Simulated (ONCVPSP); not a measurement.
Eu: pseudopotential generation

Europium (Eu, Z = 63), core [Kr] 4d10 4f6, reference valence 5s2 5p6 5d1 6s1.75 6p0.25, valence charge 11. Computed at this level: ONCV potential, PBE, scalar-relativistic, made with ONCVPSP 4.0.1.

Key numbers:

- outcome: generated, with a spurious state above the valence levels
- cutoffs needed: 12 Ha and 15 Ha (the cutoffs at which the residual kinetic energy of the hardest occupied pseudo-wave falls to 1 and 0.1 mHa per electron)
- ghost test: no bound ghost flagged; GHOST(+) flagged for s at 114.2 eV
- largest excitation error: +12 meV (all-electron minus pseudo) for 5s2 5p6 5d1 6s0 6p0, out of 4 test configurations
- rms error of d²Exc/dni dnj: 3.51 mHa without and 0.54 mHa with the model core
- clearest signs, in the scattering phases, of states that the all-electron atom lacks: s near 4.2 Ha
- range over which the phases arctan(r R′/R) at the test radius agree within 0.05 rad (a looser test near the poles than one of phase shifts): s: up to about 3.8 Ha; p: up to about 2.6 Ha; d: over the whole range computed; f: not judged, local potential alone
- hardware: 1 CPU thread, shared host
- wall time: 5.2 s

Notes:

The scattering phases show an s state near 4.2 Ha, 4.4 Ha above the channel's reference energy, that the all-electron atom lacks; it spoils states at that energy. The open f shell is frozen into the core, so the potential fits one valence alone and carries no f magnetism.

The input:
```
# ATOM AND REFERENCE CONFIGURATION
# atsym  z   nc   nv     iexc    psfile
  Eu 63.00   10    5        4      upf
#
#   n    l    f
    1    0    2.00
    2    0    2.00
    2    1    6.00
    3    0    2.00
    3    1    6.00
    3    2   10.00
    4    0    2.00
    4    1    6.00
    4    2   10.00
    4    3    6.00
    5    0    2.00
    5    1    6.00
    5    2    1.00
    6    0    1.75
    6    1    0.25
#
# PSEUDOPOTENTIAL AND OPTIMIZATION
# lmax
    2
#
#   l,   rc,      ep,       ncon, nbas, qcut
    0    2.25    0.00    3    6    6.90
    1    2.95    0.00    4    8    5.60
    2    2.30    0.00    4    8    4.80
#
# LOCAL POTENTIAL
# lloc, lpopt,  rc(5),   dvloc0
    4    5    1.65   -1.00
#
# VANDERBILT-KLEINMAN-BYLANDER PROJECTORs
# l, nproj, debl
    0    2    2.20
    1    2    1.80
    2    3    3.50
#
# MODEL CORE CHARGE
# icmod, fcfact, rcfact
    2    0.70    0.80
#
# LOG DERIVATIVE ANALYSIS
# epsh1, epsh2, depsh
   -3.00    5.00    0.02
#
# OUTPUT GRID
# rlmax, drl
    6.00    0.01
#
# TEST CONFIGURATIONS
# ncnf
    4
# nvcnf
#   n    l    f
    5
    5    0    2.00
    5    1    6.00
    5    2    1.00
    6    0    2.00
    6    1    0.00
#
    5
    5    0    2.00
    5    1    6.00
    5    2    1.00
    6    0    1.00
    6    1    0.00
#
    5
    5    0    2.00
    5    1    6.00
    5    2    1.00
    6    0    0.00
    6    1    0.00
#
    5
    5    0    2.00
    5    1    6.00
    5    2    1.00
    6    0    1.50
    6    1    0.00
#
```

Run as:
```bash
oncvpsp.x < Eu.dat > Eu.out
```

The program's output (extracts):
```
ONCVPSP  (Optimized Norm-Conservinng Vanderbilt PSeudopotential)
scalar-relativistic version 4.0.1

#   n    l    f        energy (Ha)
    1    0    2.00    -1.7778597E+03
    2    0    2.00    -2.9216598E+02
    2    1    6.00    -2.6031680E+02
    3    0    2.00    -6.4525867E+01
    3    1    6.00    -5.4616169E+01
    3    2   10.00    -4.1373254E+01
    4    0    2.00    -1.3027718E+01
    4    1    6.00    -9.7631233E+00
    4    2   10.00    -5.2149501E+00
    4    3    6.00    -3.1936637E-01
    5    0    2.00    -1.7843190E+00
    5    1    6.00    -9.9084561E-01
    5    2    1.00    -1.0660433E-01
    6    0    1.75    -1.5621319E-01
    6    1    0.25    -5.4755104E-02

Reference configufation results
  iterations    33
  all-electron total energy (Ha)   -1.08439132D+04

Begin loop to  construct optimized pseudo wave functions
and semi-local pseudopoentials for all angular momenta

Calculating optimized projector #   1

 for l=   0

    Fraction of norm inside rc  0.959781
    Optimizing pswf for qcut=   6.90 a_B^-1,  ecut=  23.79 Ha
    Residual kinetic energy error=  1.04D-07 Ha

    Energy error per electron        Cutoff
         Ha          eV             Ha
         0.01000     0.27211        9.13
         0.00100     0.02721       12.42
         0.00010     0.00272       14.89
         0.00001     0.00027       16.71

Calculating optimized projector #   2

 for l=   0

    Fraction of norm inside rc  0.069276
    Optimizing pswf for qcut=   6.90 a_B^-1,  ecut=  23.79 Ha
    Residual kinetic energy error=  4.54D-09 Ha

    Energy error per electron        Cutoff
         Ha          eV             Ha
         0.01000     0.27211        6.89
         0.00100     0.02721       11.45
         0.00010     0.00272       14.87
         0.00001     0.00027       17.60

Calculating optimized projector #   1

 for l=   1

    Fraction of norm inside rc  0.978369
    Optimizing pswf for qcut=   5.61 a_B^-1,  ecut=  15.71 Ha
    Residual kinetic energy error=  2.11D-09 Ha

    Energy error per electron        Cutoff
         Ha          eV             Ha
         0.01000     0.27211        5.58
         0.00100     0.02721        7.52
         0.00010     0.00272        9.28
         0.00001     0.00027       10.81

Calculating optimized projector #   2

 for l=   1

    Fraction of norm inside rc  0.062886
    Optimizing pswf for qcut=   5.61 a_B^-1,  ecut=  15.71 Ha
    Residual kinetic energy error=  1.02D-09 Ha

    Energy error per electron        Cutoff
         Ha          eV             Ha
         0.01000     0.27211        3.41
         0.00100     0.02721        5.38
         0.00010     0.00272        6.98
         0.00001     0.00027        8.37

   Wellstate for l =  2  n =  8
     eigenvalue =   3.3934
     asymptotic potential =   3.8934
     half-point radius =  4.3385

   Wellstate for l =  2  n =  9
     eigenvalue =   6.8934
     asymptotic potential =   7.3934
     half-point radius =  3.8118

Calculating optimized projector #   1

 for l=   2

    Fraction of norm inside rc  0.419343
    Optimizing pswf for qcut=   4.79 a_B^-1,  ecut=  11.48 Ha
    Residual kinetic energy error=  9.43D-06 Ha

    Energy error per electron        Cutoff
         Ha          eV             Ha
         0.01000     0.27211        5.76
         0.00100     0.02721        8.05
         0.00010     0.00272        9.83
         0.00001     0.00027       11.73

Calculating optimized projector #   2

 for l=   2

    Fraction of norm inside rc  0.145961
    Optimizing pswf for qcut=   4.79 a_B^-1,  ecut=  11.48 Ha
    Residual kinetic energy error=  5.33D-04 Ha

    Energy error per electron        Cutoff
         Ha          eV             Ha
         0.01000     0.27211        8.35
         0.00100     0.02721       10.68
         0.00010     0.00272       15.86
         0.00001     0.00027       27.29

Calculating optimized projector #   3

 for l=   2

    Fraction of norm inside rc  0.119947
    Optimizing pswf for qcut=   4.79 a_B^-1,  ecut=  11.48 Ha
    Residual kinetic energy error=  1.24D-02 Ha

    Energy error per electron        Cutoff
         Ha          eV             Ha
         0.01000     0.27211       11.52
         0.00100     0.02721       14.82
         0.00010     0.00272       29.17
         0.00001     0.00027       63.92

Construct Vanderbilt / Kleinmman-Bylander projectors

B matrix Hermiticity error, ll=   0
   1   2    1.3172E-04

  Orthonormal projector coefficients  7.9225E+00  1.3196E+00

B matrix Hermiticity error, ll=   1
   1   2    4.3037E-05

  Orthonormal projector coefficients  4.0314E+00  5.3562E-01

B matrix Hermiticity error, ll=   2
   1   2    1.6065E-04
   1   3   -2.0931E-04
   2   3    2.6196E-04

  Orthonormal projector coefficients  5.0287E+00  1.4643E+00  1.7267E-01

Model core correction analysis
  based on d2Exc/dn_idn_j

d2excae - all-electron derivatives

   -2.632523D-02   -2.303676D-02   -8.710746D-03   -1.601681D-03
   -7.976821D-04
   -2.303673D-02   -2.328222D-02   -1.239988D-02   -2.683261D-03
   -8.569211D-04
   -8.710551D-03   -1.239976D-02   -1.792545D-02   -1.504509D-02
   -8.465044D-03
   -1.601302D-03   -2.682435D-03   -1.504146D-02   -2.509027D-02
   -1.974070D-02
   -7.976393D-04   -8.565839D-04   -8.456252D-03   -1.973118D-02
   -2.633072D-02

d2excps - pseudofunction derivatives with no core correction

   -3.822394D-02   -3.093817D-02   -1.043010D-02   -2.550533D-03
   -1.192739D-03
   -3.093927D-02   -2.845943D-02   -1.378029D-02   -3.415646D-03
   -1.118017D-03
   -1.042998D-02   -1.378011D-02   -1.919009D-02   -1.554815D-02
   -8.570162D-03
   -2.550253D-03   -3.414765D-03   -1.554431D-02   -2.561736D-02
   -1.991923D-02
   -1.192801D-03   -1.117699D-03   -8.561123D-03   -1.990958D-02
   -2.643813D-02

rms 2nd derivative error    3.514491E-03

amplitude prefactor, scale prefactor
   12.2755    1.1645

d2excps - pseudofunction derivatives with core correction

   -2.483661D-02   -2.268852D-02   -9.530308D-03   -1.446289D-03
   -7.065344D-04
   -2.268848D-02   -2.306930D-02   -1.320739D-02   -2.728175D-03
   -7.983950D-04
   -9.530040D-03   -1.320716D-02   -1.916451D-02   -1.546073D-02
   -8.531173D-03
   -1.445821D-03   -2.727249D-03   -1.545689D-02   -2.551878D-02
   -1.987825D-02
   -7.064838D-04   -7.980498D-04   -8.522135D-03   -1.986860D-02
   -2.641934D-02

rms 2nd derivative error    5.420519E-04

Pseudoatom total energy  -36.846201

Diagnostic tests using Vanderbilt-Kleinman-Bylander pseudopotentials
  1 or more projectors used as specified by nproj input data

   l    rcore       rmatch      e in        delta e   norm test  slope test

   0   2.2531546   2.3215652  -1.7843190   0.0000002   1.0001314   1.0001233
   0   2.2531546   2.3215652  -0.1562132   0.0000016   1.0000254   1.0000176

   1   2.9668671   3.0569477  -0.9908456   0.0000003   1.0000960   1.0000916
   1   2.9668671   3.0569477  -0.0547551   0.0000005   1.0000124   1.0000102

   2   2.3077189   2.3777863  -0.1066043   0.0000008   1.0000295   1.0000342
   2   2.3077189   2.3777863   3.3933957   0.0000634   1.0002172   1.0002172
   2   2.3077189   2.3777863   6.8933957   0.0000717   1.0004048   1.0004048

 Testing for bound ghosts
   n   l    E NL Schr. Eq   E Basis Diag.   E Cutoff

   1   0       -1.784319       -1.784290     25.41
   2   0       -0.156212       -0.132504     25.41

   2   1       -0.990845       -0.990843     34.70
   3   1       -0.054755       -0.037385     34.70

   3   2       -0.106603       -0.100889     83.07

 Testing for highly-localized positive-energy ghosts
       l    <radius>/rc     E Basis Diag.   E Cutoff

       0        0.523585        4.197884     25.41  WARNING - GHOST(+)

Test configuration 0

   n   l     f        eae           eps        diff
   1   0  2.0000-1777.85965631
   2   0  2.0000 -292.16598195
   2   1  6.0000 -260.31680170
   3   0  2.0000  -64.52586677
   3   1  6.0000  -54.61616898
   3   2 10.0000  -41.37325387
   4   0  2.0000  -13.02771842
   4   1  6.0000   -9.76312325
   4   2 10.0000   -5.21495008
   4   3  6.0000   -0.31936637
   5   0  2.0000   -1.78431898   -1.78431878    2.01D-07
   5   1  6.0000   -0.99084561   -0.99084529    3.14D-07
   5   2  1.0000   -0.10660433   -0.10660349    8.40D-07
   6   0  1.7500   -0.15621319   -0.15621162    1.57D-06
   6   1  0.2500   -0.05475510   -0.05475465    4.56D-07

    Total energies and differences
      AE_ref= -1.08439132D+04  AE_tst= -1.08439132D+04  dif=  0.00D+00
      PS_ref= -3.68462013D+01  PS_tst= -3.68462013D+01  dif= -3.48D-13
      PSP excitation error=  3.48D-13

Test configuration 1

   n   l     f        eae           eps        diff
   1   0  2.0000-1777.84751242
   2   0  2.0000 -292.15395166
   2   1  6.0000 -260.30477157
   3   0  2.0000  -64.51385757
   3   1  6.0000  -54.60415975
   3   2 10.0000  -41.36124464
   4   0  2.0000  -13.01567717
   4   1  6.0000   -9.75108000
   4   2 10.0000   -5.20290934
   4   3  6.0000   -0.30734117
   5   0  2.0000   -1.77218436   -1.77193115    2.53D-04
   5   1  6.0000   -0.97881682   -0.97864471    1.72D-04
   5   2  1.0000   -0.09699007   -0.09696154    2.85D-05
   6   0  2.0000   -0.14919075   -0.14919425   -3.50D-06

    Total energies and differences
      AE_ref= -1.08439132D+04  AE_tst= -1.08439384D+04  dif= -2.52D-02
      PS_ref= -3.68462013D+01  PS_tst= -3.68713982D+01  dif= -2.52D-02
      PSP excitation error=  6.89D-06

Test configuration 2

   n   l     f        eae           eps        diff
   1   0  2.0000-1778.07952474
   2   0  2.0000 -292.38484562
   2   1  6.0000 -260.53573343
   3   0  2.0000  -64.74442391
   3   1  6.0000  -54.83473441
   3   2 10.0000  -41.59181025
   4   0  2.0000  -13.24631383
   4   1  6.0000   -9.98172770
   4   2 10.0000   -5.43352224
   4   3  6.0000   -0.53774882
   5   0  2.0000   -2.00278940   -2.00409979   -1.31D-03
   5   1  6.0000   -1.20909878   -1.21001766   -9.19D-04
   5   2  1.0000   -0.31091618   -0.31104548   -1.29D-04
   6   0  1.0000   -0.33615812   -0.33594724    2.11D-04

    Total energies and differences
      AE_ref= -1.08439132D+04  AE_tst= -1.08436977D+04  dif=  2.15D-01
      PS_ref= -3.68462013D+01  PS_tst= -3.66307154D+01  dif=  2.15D-01
      PSP excitation error=  1.10D-05

Test configuration 3

   n   l     f        eae           eps        diff
   1   0  2.0000-1778.35256288
   2   0  2.0000 -292.65621799
   2   1  6.0000 -260.80722015
   3   0  2.0000  -65.01492854
   3   1  6.0000  -55.10525643
   3   2 10.0000  -41.86237294
   4   0  2.0000  -13.51693838
   4   1  6.0000  -10.25239879
   4   2 10.0000   -5.70419211
   4   3  6.0000   -0.80785030
   5   0  2.0000   -2.27289740   -2.27699922   -4.10D-03
   5   1  6.0000   -1.47733970   -1.48018739   -2.85D-03
   5   2  1.0000   -0.55729178   -0.55761856   -3.27D-04

    Total energies and differences
      AE_ref= -1.08439132D+04  AE_tst= -1.08432591D+04  dif=  6.54D-01
      PS_ref= -3.68462013D+01  PS_tst= -3.61925501D+01  dif=  6.54D-01
      PSP excitation error=  4.52D-04

Test configuration 4

   n   l     f        eae           eps        diff
   1   0  2.0000-1777.95784966
   2   0  2.0000 -292.26379595
   2   1  6.0000 -260.41464408
   3   0  2.0000  -64.62360121
   3   1  6.0000  -54.71390645
   3   2 10.0000  -41.47098117
   4   0  2.0000  -13.12545067
   4   1  6.0000   -9.86085486
   4   2 10.0000   -5.31266299
   4   3  6.0000   -0.41702842
   5   0  2.0000   -1.88197359   -1.88235159   -3.78D-04
   5   1  6.0000   -1.08859163   -1.08885710   -2.65D-04
   5   2  1.0000   -0.19943768   -0.19947846   -4.08D-05
   6   0  1.5000   -0.23979654   -0.23974824    4.83D-05

    Total energies and differences
      AE_ref= -1.08439132D+04  AE_tst= -1.08438415D+04  dif=  7.18D-02
      PS_ref= -3.68462013D+01  PS_tst= -3.67744293D+01  dif=  7.18D-02
      PSP excitation error= -9.87D-06
```

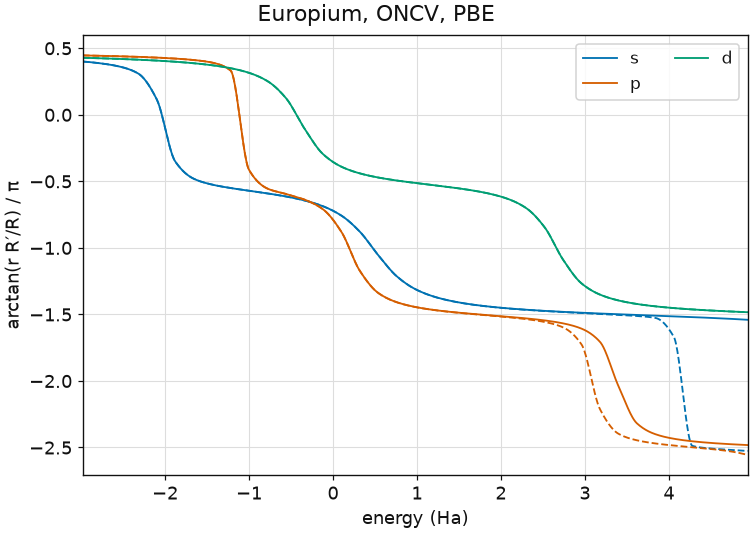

Fig. 1: Unwrapped phase arctan(r R′/R) in units of π against energy, all-electron (solid) and pseudo (dashed); the pseudo phase is matched to the all-electron one at the reference energy. Here R(r) is the radial function. A near-vertical step is a level narrower than the spacing of the points behind the curves. Not drawn: f: not judged.

- Range over which the phases agree within 0.05 rad: s: up to about 3.8 Ha; p: up to about 2.6 Ha; d: over the whole range drawn.
- Ghost states: Going away from the reference energies, the phases part by more than π/2 in: s at about 4.2 Ha (above its reference energy, pseudo phase lower, at the flagged ghost); p at about 3.2 Ha (above its reference energy, pseudo phase lower). Such a step is either a state that only one of the two atoms has or an ordinary level shifted in energy. The separate test gives: no bound ghost flagged; GHOST(+) flagged for s at 114.2 eV.

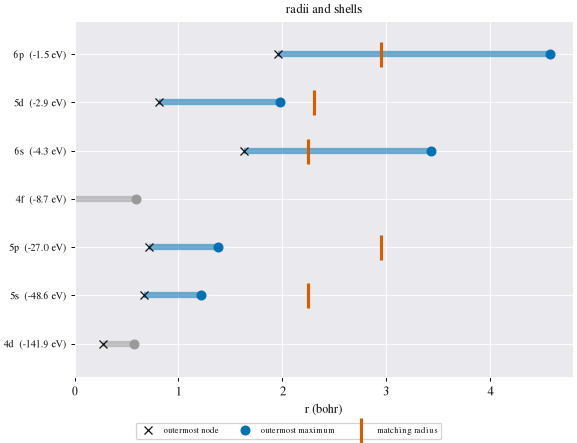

Fig. 2: Outer shells of the all-electron reference atom: each bar runs from the outermost node (or the nucleus) to the outermost maximum of u(r); the tick is the radius chosen for the pseudo-wave. Shells without a tick have no pseudo-wave of their own. Levels, nodes and maxima are from ld1.x, scalar-relativistic.

- Radii against the shells: 5s: 2.25 bohr, outside the maximum; 5p: 2.95 bohr, outside the maximum; 6s: 2.25 bohr, between node and maximum; 5d: 2.30 bohr, outside the maximum; 6p: 2.95 bohr, between node and maximum.

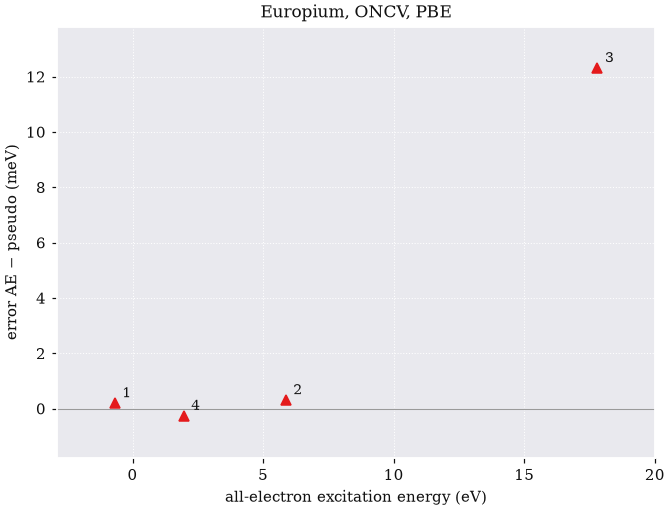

Fig. 3: Errors, all-electron minus pseudo, of the energies of valence configurations relative to the unpolarised reference 5s2 5p6 5d1 6s1.75 6p0.25. Points: 1 = 5s2 5p6 5d1 6s2 6p0; 2 = 5s2 5p6 5d1 6s1 6p0; 3 = 5s2 5p6 5d1 6s0 6p0; 4 = 5s2 5p6 5d1 6s1.5 6p0.

- Worst configuration: 5s2 5p6 5d1 6s0 6p0 (charge +2): the error is +12 meV on an all-electron energy of +17.80 eV relative to the reference, or 0.069 %.
- Errors in meV: 5s2 5p6 5d1 6s2 6p0: +0.2; 5s2 5p6 5d1 6s1 6p0: +0.3; 5s2 5p6 5d1 6s0 6p0: +12; 5s2 5p6 5d1 6s1.5 6p0: -0.3.
- Configurations within 10 meV and within 50 meV: 3 and 4 of 4.

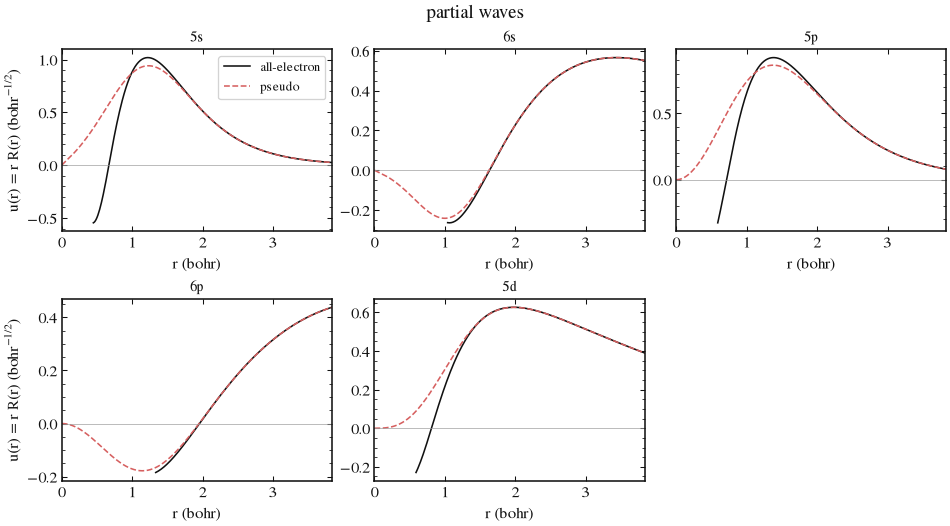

Fig. 4: Pseudo-waves (dashed) against the all-electron radial functions (solid). The innermost oscillations of some all-electron curves aren't drawn. Reference configuration 5s2 5p6 5d1 6s1.75 6p0.25.

- Matching radii: 5s at 2.25 bohr; 6s at 2.25 bohr; 5p at 2.95 bohr; 6p at 2.95 bohr; 5d at 2.30 bohr. The curves merge smoothly, so the plot gives these only roughly.
- Nodes of the pseudo-waves: 5s has no node; 6s has a node at about 1.6 bohr; 5p has no node; 6p has a node at about 1.9 bohr; 5d has no node. A node in 6s and 6p is expected, since a lower shell of the same l is also in the valence and the two must stay orthogonal.
- Cutoffs needed: 12 Ha (loose) and 15 Ha (tight), as the cutoffs at which the residual kinetic energy of the hardest occupied pseudo-wave falls to 1 and 0.1 mHa per electron.

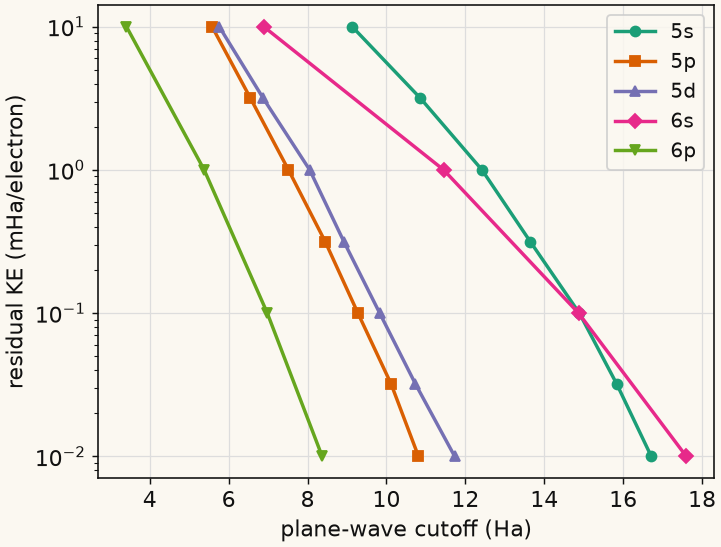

Fig. 5: Residual kinetic energy of the pseudo-waves (the first of each channel, and further valence shells) beyond the plane-wave cutoff, as the generator prints it.

- Cutoffs for the occupied states: 12 Ha for 1 mHa and 15 Ha for 0.1 mHa per electron. The first is set by 5s.
- Cutoffs for 1 mHa per electron: 5s: 12 Ha; 6s: 11 Ha; 5d: 8.1 Ha; 5p: 7.5 Ha; 6p: 5.4 Ha.
